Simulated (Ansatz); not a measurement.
## Si2H8SO: geometry relaxation (part 5 of 5)

Si2H8SO; RKS PBE0-D4/def2-TZVP (Ansatz 0.2.0). The geometry is a transition state displaced along its imaginary mode. The reaction was set up to form Si1–S8 and H2–H7 and to break Si1–H2 and H7–S8 (atoms counted from 1 in the order of the input); sticks are drawn by distance alone.

Trajectory as extended XYZ, continued
```
12
Properties=species:S:1:pos:R:3:forces:R:3 step=84 energy=-28759.48758
Si    0.9158    1.1417    0.5296   -0.0081   0.0037   0.0010
H     1.0268   -1.4208   -2.3508    0.0091  -0.0144   0.0268
O    -0.6828    0.9236    0.3016    0.0141  -0.0141  -0.0013
Si   -1.8359   -0.1318   -0.1963   -0.0490  -0.0244  -0.0110
H     1.0649    2.2399    1.5102   -0.0012  -0.0035  -0.0047
H     1.5867    1.4537   -0.7539   -0.0006   0.0016   0.0013
H     1.2344   -1.7123   -1.6942   -0.0110   0.0132  -0.0273
S     1.9090   -0.6103    1.2286   -0.0002   0.0039  -0.0013
H    -1.6912   -1.4295    0.5181   -0.0065   0.0583  -0.0356
H    -1.7252   -0.3593   -1.6633   -0.0084   0.0104   0.0647
H    -3.1581    0.4709    0.1179    0.0630  -0.0340  -0.0174
H     1.3558   -0.5657    2.4525   -0.0011  -0.0008   0.0047
12
Properties=species:S:1:pos:R:3:forces:R:3 step=86 energy=-28759.48790
Si    0.9179    1.1461    0.5329   -0.0124  -0.0047  -0.0139
H     1.0292   -1.4312   -2.3611    0.0033  -0.0071   0.0112
O    -0.6796    0.9205    0.3077    0.0009  -0.0019  -0.0027
Si   -1.8334   -0.1321   -0.1940   -0.0264  -0.0132  -0.0080
H     1.0634    2.2495    1.5076    0.0000  -0.0014   0.0049
H     1.5876    1.4560   -0.7516    0.0027   0.0027  -0.0011
H     1.2294   -1.7198   -1.7016   -0.0050   0.0068  -0.0099
S     1.9124   -0.6033    1.2346    0.0127   0.0011  -0.0133
H    -1.6877   -1.4319    0.5127   -0.0028   0.0311  -0.0185
H    -1.7250   -0.3525   -1.6605   -0.0042   0.0072   0.0349
H    -3.1544    0.4670    0.1238    0.0359  -0.0180  -0.0083
H     1.3402   -0.5683    2.4493   -0.0048  -0.0026   0.0249
12
Properties=species:S:1:pos:R:3:forces:R:3 step=87 energy=-28759.48836
Si    0.9188    1.1515    0.5344   -0.0124   0.0156   0.0362
H     1.0024   -1.4665   -2.3486   -0.0010  -0.0010   0.0014
O    -0.6775    0.9213    0.3054    0.0110  -0.0094  -0.0113
Si   -1.8261   -0.1312   -0.2084   -0.0040  -0.0028   0.0005
H     1.0579    2.2492    1.5163   -0.0052   0.0107  -0.0051
H     1.5912    1.4713   -0.7464    0.0011  -0.0111   0.0000
H     1.1960   -1.7289   -1.6766   -0.0006   0.0012   0.0016
S     1.9229   -0.5900    1.2421    0.0164  -0.0240  -0.0233
H    -1.6571   -1.4454    0.4621    0.0010   0.0036  -0.0041
H    -1.7342   -0.3123   -1.6795    0.0000   0.0025   0.0010
H    -3.1478    0.4431    0.1402    0.0005   0.0004   0.0014
H     1.3534   -0.5622    2.4589   -0.0068   0.0143   0.0018
12
Properties=species:S:1:pos:R:3:forces:R:3 step=89 energy=-28759.48931
Si    0.9256    1.1606    0.5408   -0.0136   0.0063   0.0062
H     0.9380   -1.5134   -2.3048    0.0085  -0.0107   0.0369
O    -0.6666    0.9167    0.2991   -0.0018  -0.0173  -0.0108
Si   -1.8075   -0.1333   -0.2369   -0.0083  -0.0099  -0.0045
H     1.0454    2.2622    1.5212    0.0046  -0.0021   0.0002
H     1.6048    1.4840   -0.7358    0.0004  -0.0046   0.0024
H     1.1334   -1.7360   -1.6178   -0.0095   0.0108  -0.0342
S     1.9378   -0.5758    1.2506    0.0065  -0.0002   0.0028
H    -1.5912   -1.4786    0.3572   -0.0041   0.0294  -0.0139
H    -1.7540   -0.2331   -1.7189   -0.0016   0.0036   0.0258
H    -3.1313    0.3929    0.1788    0.0186  -0.0092  -0.0047
H     1.3655   -0.5465    2.4665    0.0002   0.0038  -0.0060
12
Properties=species:S:1:pos:R:3:forces:R:3 step=90 energy=-28759.48961
Si    0.9279    1.1630    0.5416   -0.0072   0.0024   0.0106
H     0.9210   -1.5255   -2.2896    0.0025  -0.0038   0.0166
O    -0.6628    0.9113    0.2998   -0.0003  -0.0118  -0.0105
Si   -1.8033   -0.1342   -0.2453   -0.0027  -0.0025  -0.0001
H     1.0434    2.2649    1.5220   -0.0011   0.0039  -0.0038
H     1.6070    1.4871   -0.7348    0.0004  -0.0012   0.0011
H     1.1159   -1.7398   -1.6005   -0.0033   0.0044  -0.0140
S     1.9488   -0.5662    1.2560    0.0030  -0.0061  -0.0042
H    -1.5755   -1.4879    0.3226   -0.0020   0.0139  -0.0079
H    -1.7613   -0.2069   -1.7287   -0.0018   0.0030   0.0151
H    -3.1256    0.3772    0.1910    0.0105  -0.0045  -0.0042
H     1.3642   -0.5430    2.4659    0.0018   0.0024   0.0014
12
Properties=species:S:1:pos:R:3:forces:R:3 step=92 energy=-28759.48999
Si    0.9316    1.1636    0.5438    0.0070  -0.0040  -0.0027
H     0.8752   -1.5444   -2.2437   -0.0014   0.0019  -0.0008
O    -0.6560    0.8983    0.2980    0.0018  -0.0094  -0.0065
Si   -1.7952   -0.1366   -0.2688    0.0007   0.0006   0.0016
H     1.0358    2.2693    1.5213   -0.0025   0.0008  -0.0025
H     1.6130    1.4881   -0.7313   -0.0054   0.0061  -0.0018
H     1.0769   -1.7415   -1.5519    0.0013  -0.0009   0.0008
S     1.9686   -0.5542    1.2629   -0.0086   0.0019   0.0062
H    -1.5421   -1.5099    0.2365   -0.0019   0.0088  -0.0041
H    -1.7803   -0.1451   -1.7543   -0.0005   0.0010   0.0108
H    -3.1143    0.3404    0.2131    0.0053  -0.0024  -0.0034
H     1.3869   -0.5282    2.4742    0.0043  -0.0042   0.0025
12
Properties=species:S:1:pos:R:3:forces:R:3 step=93 energy=-28759.49002
Si    0.9322    1.1591    0.5405   -0.0023   0.0047   0.0216
H     0.8741   -1.5337   -2.2402   -0.0011   0.0020  -0.0008
O    -0.6557    0.8950    0.2962    0.0037  -0.0078  -0.0086
Si   -1.7972   -0.1374   -0.2697    0.0027   0.0067   0.0061
H     1.0375    2.2644    1.5184   -0.0023   0.0065  -0.0069
H     1.6118    1.4842   -0.7354   -0.0016  -0.0039   0.0019
H     1.0813   -1.7366   -1.5517    0.0007  -0.0013   0.0008
S     1.9675   -0.5567    1.2670    0.0030  -0.0089  -0.0056
H    -1.5475   -1.5104    0.2353    0.0022  -0.0070   0.0024
H    -1.7827   -0.1464   -1.7542   -0.0002   0.0011  -0.0079
H    -3.1151    0.3418    0.2117   -0.0039   0.0030   0.0013
H     1.3939   -0.5235    2.4820   -0.0007   0.0050  -0.0043
12
Properties=species:S:1:pos:R:3:forces:R:3 step=95 energy=-28759.49012
Si    0.9339    1.1570    0.5408   -0.0023   0.0052  -0.0038
H     0.8726   -1.5223   -2.2354   -0.0040   0.0045  -0.0113
O    -0.6527    0.8901    0.2918    0.0058   0.0024   0.0014
Si   -1.7979   -0.1389   -0.2709   -0.0020  -0.0049  -0.0036
H     1.0349    2.2663    1.5146   -0.0006   0.0006  -0.0001
H     1.6155    1.4800   -0.7346   -0.0002  -0.0011   0.0019
H     1.0813   -1.7366   -1.5512    0.0033  -0.0036   0.0109
S     1.9693   -0.5572    1.2697    0.0027  -0.0041   0.0011
H    -1.5488   -1.5133    0.2321   -0.0010   0.0002  -0.0002
H    -1.7884   -0.1464   -1.7559   -0.0005   0.0005   0.0017
H    -3.1135    0.3427    0.2151   -0.0009   0.0002   0.0005
H     1.3939   -0.5215    2.4837   -0.0003   0.0003   0.0017
12
Properties=species:S:1:pos:R:3:forces:R:3 step=96 energy=-28759.49015
Si    0.9358    1.1550    0.5395   -0.0013   0.0001  -0.0001
H     0.8691   -1.5117   -2.2335   -0.0004   0.0007   0.0007
O    -0.6501    0.8868    0.2886    0.0015  -0.0002  -0.0021
Si   -1.7972   -0.1415   -0.2722   -0.0001   0.0000   0.0000
H     1.0348    2.2667    1.5108   -0.0003   0.0002  -0.0007
H     1.6201    1.4749   -0.7352   -0.0013  -0.0009   0.0010
H     1.0760   -1.7308   -1.5498    0.0001  -0.0001  -0.0010
S     1.9697   -0.5577    1.2747    0.0013  -0.0012   0.0025
H    -1.5484   -1.5165    0.2293    0.0007   0.0013  -0.0006
H    -1.7911   -0.1477   -1.7573   -0.0003   0.0001   0.0010
H    -3.1113    0.3407    0.2172   -0.0006  -0.0001   0.0000
H     1.3926   -0.5183    2.4879    0.0006   0.0002  -0.0008
12
Properties=species:S:1:pos:R:3:forces:R:3 step=98 energy=-28759.49020
Si    0.9394    1.1479    0.5364    0.0022  -0.0038   0.0004
H     0.8621   -1.4790   -2.2258    0.0026  -0.0031   0.0085
O    -0.6451    0.8779    0.2807   -0.0028   0.0008  -0.0015
Si   -1.7976   -0.1466   -0.2753    0.0022   0.0014   0.0021
H     1.0345    2.2661    1.5007    0.0000  -0.0004  -0.0011
H     1.6285    1.4594   -0.7378   -0.0007   0.0005   0.0006
H     1.0704   -1.7222   -1.5505   -0.0024   0.0034  -0.0087
S     1.9715   -0.5592    1.2877   -0.0029   0.0019   0.0033
H    -1.5492   -1.5230    0.2227    0.0004   0.0003  -0.0006
H    -1.7994   -0.1503   -1.7603   -0.0002  -0.0001  -0.0003
H    -3.1082    0.3377    0.2215    0.0001  -0.0005   0.0001
H     1.3930   -0.5087    2.4998    0.0016  -0.0003  -0.0028
12
Properties=species:S:1:pos:R:3:forces:R:3 step=99 energy=-28759.49020
Si    0.9399    1.1461    0.5358   -0.0001   0.0012   0.0020
H     0.8613   -1.4744   -2.2259   -0.0016   0.0021  -0.0054
O    -0.6448    0.8771    0.2800   -0.0032   0.0016  -0.0013
Si   -1.7977   -0.1470   -0.2753    0.0012  -0.0020   0.0006
H     1.0354    2.2662    1.4977    0.0004  -0.0001   0.0007
H     1.6292    1.4555   -0.7387    0.0014  -0.0020  -0.0002
H     1.0717   -1.7197   -1.5525    0.0017  -0.0019   0.0054
S     1.9702   -0.5601    1.2911    0.0006  -0.0005  -0.0010
H    -1.5483   -1.5236    0.2216   -0.0004  -0.0001  -0.0003
H    -1.8012   -0.1501   -1.7603   -0.0002   0.0006   0.0004
H    -3.1081    0.3365    0.2231    0.0007  -0.0001   0.0002
H     1.3923   -0.5065    2.5033   -0.0005   0.0011  -0.0010
12
Properties=species:S:1:pos:R:3:forces:R:3 step=101 energy=-28759.49021
Si    0.9412    1.1434    0.5340    0.0012  -0.0031   0.0021
H     0.8607   -1.4638   -2.2245   -0.0006   0.0011  -0.0027
O    -0.6434    0.8749    0.2770   -0.0009   0.0039  -0.0006
Si   -1.7979   -0.1488   -0.2757   -0.0003  -0.0014  -0.0004
H     1.0368    2.2661    1.4928   -0.0005   0.0012  -0.0014
H     1.6330    1.4468   -0.7406   -0.0003   0.0012   0.0000
H     1.0716   -1.7136   -1.5528    0.0007  -0.0012   0.0028
S     1.9687   -0.5613    1.2966    0.0007  -0.0014  -0.0008
H    -1.5471   -1.5260    0.2186    0.0003  -0.0001  -0.0001
H    -1.8060   -0.1496   -1.7606    0.0000   0.0000   0.0001
H    -3.1067    0.3341    0.2275    0.0001  -0.0002   0.0004
H     1.3890   -0.5024    2.5076   -0.0004   0.0001   0.0007
```

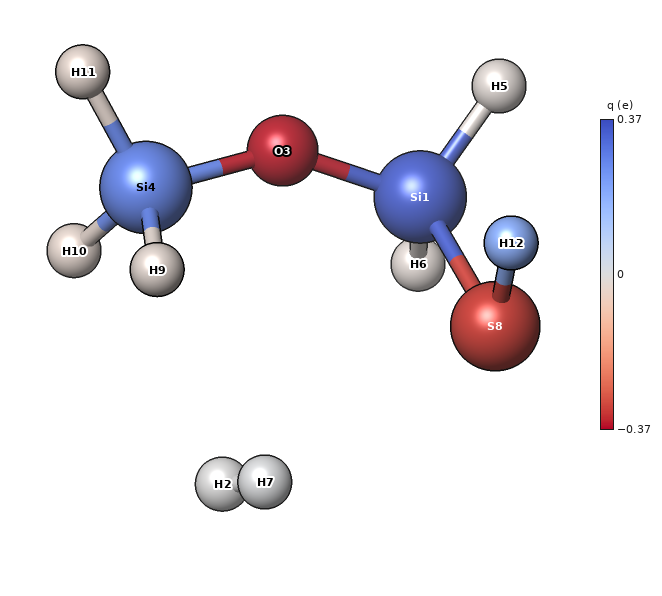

Figure 1. Mulliken charges, as the colour of each atom (ball-and-stick view, seen at a tilt; atoms are numbered from 1 in the order of the input). By element: Si +0.27 to +0.34, H −0.03 to +0.17, O −0.35 and S −0.32 e.

This output came from the following input.

The input
```yaml
crystal:
  periodic: [false, false, false]
  atoms:
    - {symbol: Si, position_ang: [0.878913, 0.639781, 0.111866]}
    - {symbol: H, position_ang: [0.970572, -0.889185, -1.055346]}
    - {symbol: O, position_ang: [-0.709890, 0.509353, -0.493255]}
    - {symbol: Si, position_ang: [-2.245983, -0.025017, -0.270955]}
    - {symbol: H, position_ang: [0.499143, 0.270737, 1.545933]}
    - {symbol: H, position_ang: [1.318249, 1.877016, -0.462900]}
    - {symbol: H, position_ang: [1.506447, -0.779398, -0.620789]}
    - {symbol: S, position_ang: [3.081404, 0.046145, 0.525497]}
    - {symbol: H, position_ang: [-2.533559, -0.162653, 1.172279]}
    - {symbol: H, position_ang: [-2.407198, -1.368903, -0.944791]}
    - {symbol: H, position_ang: [-3.219202, 0.927080, -0.861926]}
    - {symbol: H, position_ang: [2.861103, -1.045055, 1.354287]}
basis:
  gaussian: {orbitals: def2-TZVP}
hamiltonian: {xc: pbe0, dispersion: d4}
relax: {f_tol: 0.005, max_steps: 200}
```

Run as:
```bash
ansatz run in.yaml --threads 4 --pin off --events-out ev --progress --plain --max-ram 9574MiB
```

Summary

- outcome: converged
- total energy: −28759.4902 eV
- mean-field energy: −28759.2490 eV
- dispersion energy: −0.2412 eV
- SCF solution under orbital rotations: stable
- largest force (length of the vector) at the end: 0.004 eV/Å
- dipole moment: 0.73 D
- hardware: 4 threads of Arm Neoverse V2, 23 GiB of memory available, shared host
- wall time: 4.2 min (CPU time 16 min)
- peak memory: 0.53 GiB
